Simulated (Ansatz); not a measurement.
# H2S (hydrogen sulfide) at 6 levels

We compute a comparison of 6 runs (HF/3-21G, UHF/3-21G, UB3LYP/3-21G, UPBE/6-31G*, UPBE0/6-31G*, CCSD/3-21G) of H2S (hydrogen sulfide). 

The calculation is run with Ansatz 0.2.0.

56 further runs of the same task are left out: 2 that didn't finish, 54 set aside as unsound or not needed.

## 1. The structure to begin with

The species is H2S (3 atoms), meant as a singlet with charge 0. As SMILES, `S`. The H3–S1 distance was set to 2.012 Å, away from the relaxed value. At this shape a bond of the SMILES string is far longer than usual.

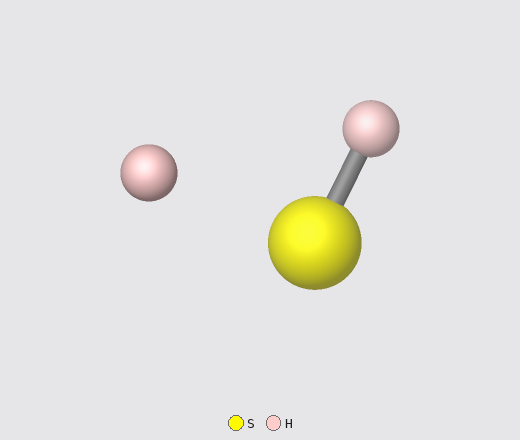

The structure, seen from a chosen angle (sulfur yellow, hydrogen pink).

## 2. A single-point energy at HF/3-21G (run 1)

run.yaml reads:

```yaml
crystal:
  periodic: [false, false, false]
  atoms:
    - {symbol: S, position_ang: [1.039950, -0.062350, 0.569000]}
    - {symbol: H, position_ang: [0.642350, 1.215950, 0.487500]}
    - {symbol: H, position_ang: [-0.593400, -0.717100, -0.406300]}
basis:
  gaussian:
    orbitals: 3-21G.json
hamiltonian:
  xc: hf
accuracy: high
```

The basis set 3-21G is read from a file made from the Basis Set Exchange's data (not shown).

Started as:

```console
$ ansatz run run.yaml --threads 1 --pin off --max-ram 2610MiB --events-out events.jsonl --progress --plain --runs-dir runs
```

Standard output:

```text
Warning: RAYON_NUM_THREADS=1 ignored (pool sized by the plan → 1); use --threads N
Functional definition: HF
  name "HF"
  exchange = exact_x
  correlation = 0
311 factors; integrals over basis functions are off by at most 3.6e-9 eV
mean field evaluation 1: about -10791.8150 eV, gradient 1.2e1 eV
mean field evaluation 2: about -10791.8140 eV, gradient 1.2e1 eV
mean field evaluation 4: about -10792.7045 eV, gradient 9.7e-1 eV
mean field evaluation 8: about -10792.7112 eV, gradient 8.7e-4 eV
mean field -10792.71120093 eV, -396.6248210719 hartree, gradient 5.3e-8 eV, S^2 0.000000; 0 other end points of the search recorded, 0 dependent functions left out
reference -10792.71120093 eV, -396.6248210719 hartree; 9, 9 occupied and 8, 8 virtual orbitals, 311 factors
Total energy: -10792.71120093 eV, -396.6248210719 hartree
```

It took 0.1 s on 1 thread of Arm Neoverse V1, shared host.

## 3. A single-point energy at UHF/3-21G (run 2)

in.yaml reads:

```yaml
crystal:
  periodic: [false, false, false]
  atoms:
    - {symbol: S, position_ang: [1.039950, -0.062350, 0.569000]}
    - {symbol: H, position_ang: [0.642350, 1.215950, 0.487500]}
    - {symbol: H, position_ang: [-0.593400, -0.717100, -0.406300]}
basis:
  gaussian:
    orbitals: 3-21G.json
accuracy: high
magnetization:
  spin_polarized: true
  initial_magnetization: 0
hamiltonian:
  xc: hf
```

The basis set 3-21G is read from a file made from the Basis Set Exchange's data (not shown).

Started as:

```console
$ ansatz run in.yaml --threads 1 --pin off --max-ram 2610MiB --events-out events.jsonl --progress --plain --runs-dir runs
```

Standard output:

```text
Warning: RAYON_NUM_THREADS=1 ignored (pool sized by the plan → 1); use --threads N
[... 4 set-up lines as earlier in the session ...]
311 factors; integrals over basis functions are off by at most 3.6e-9 eV
mean field evaluation 1: about -10791.8150 eV, gradient 8.8e0 eV
mean field evaluation 2: about -10791.8140 eV, gradient 8.8e0 eV
mean field evaluation 4: about -10792.7045 eV, gradient 6.9e-1 eV
mean field evaluation 8: about -10792.7112 eV, gradient 9.3e-6 eV
mean field evaluation 16: about -10792.7543 eV, gradient 3.1e0 eV
mean field evaluation 32: about -10793.0478 eV, gradient 5.2e-2 eV
mean field -10793.04863680 eV, -396.6372216112 hartree, gradient 1.1e-8 eV, S^2 0.510396; 2 other end points of the search recorded, 0 dependent functions left out
reference -10793.04863680 eV, -396.6372216112 hartree; 9, 9 occupied and 8, 8 virtual orbitals, 311 factors
Total energy: -10793.04863680 eV, -396.6372216112 hartree
```

Run time: 0.18 s. Hardware: 1 thread of Arm Neoverse V1, shared host.

Runs 3 to 5 aren't shown in full; the table further down has their settings and results.

## 4. The energy at CCSD/3-21G (run 6)

in.yaml reads:

```yaml
basis:
  gaussian:
    orbitals: 3-21G.json
crystal:
  periodic: [false, false, false]
  atoms:
    - symbol: S
      position_ang: [1.039950, -0.062350, 0.569000]
    - symbol: H
      position_ang: [0.642350, 1.215950, 0.487500]
    - symbol: H
      position_ang: [-0.593400, -0.717100, -0.406300]
correlation:
  method: ccsd
  frozen_orbitals: {H: 0, S: 5}
accuracy: high
scf:
  omitted_lower_state_checks: [cluster_reference, increment]
```

The basis set 3-21G is read from a file made from the Basis Set Exchange's data (not shown).

Started as:

```console
$ ansatz run in.yaml --threads 1 --pin off --max-ram 2610MiB --events-out events.jsonl --progress --plain --runs-dir runs
```

Standard output:

```text
Warning: RAYON_NUM_THREADS=1 ignored (pool sized by the plan → 1); use --threads N
[... 11 lines left out ...]
5 core orbitals not correlated: weight in the atoms' cores, before any rotation towards them, 1.000 or more for the frozen orbitals, at most 0.000 for the correlated occupied ones
[... 21 lines left out ...]
Total energy: -10795.47230623 eV, -396.7262898199 hartree
Checks for a lower state left out: cluster_reference, increment
```

Wall time 0.2 s (1 thread of Arm Neoverse V1, shared host).

## 5. Overview of the runs

```csv
run,level,frozen core orbitals,energy (Eh),wall time
1,HF/3-21G,–,-396.624821,0.1 s
2,UHF/3-21G,–,-396.637222,0.18 s
3,UB3LYP/3-21G,–,-397.347616,0.97 s
4,UPBE/6-31G* (spherical functions),–,-399.110012,1.2 s
5,UPBE0/6-31G* (spherical functions),–,-399.137557,1.3 s
6,CCSD/3-21G,5,-396.726290,0.2 s
```

## 6. Summary of results

```
                                          quantity          value
                               run 6: total energy  -396.72629 Eh
run 6: correlation energy (5 core orbitals frozen)     -101.5 mEh
                              run 6: T1 diagnostic          0.014
```

In words: Totals of different functionals can't be ranked against each other. In run 6 the log says that unrestricted orbitals would lower the reference, so the values rest on an unstable closed-shell determinant (other closed-shell runs at this shape may share the fault). Spin contamination of the reference: run 2 ⟨S²⟩ = 0.51. All runs together took 3.9 s, the longest 1.3 s.
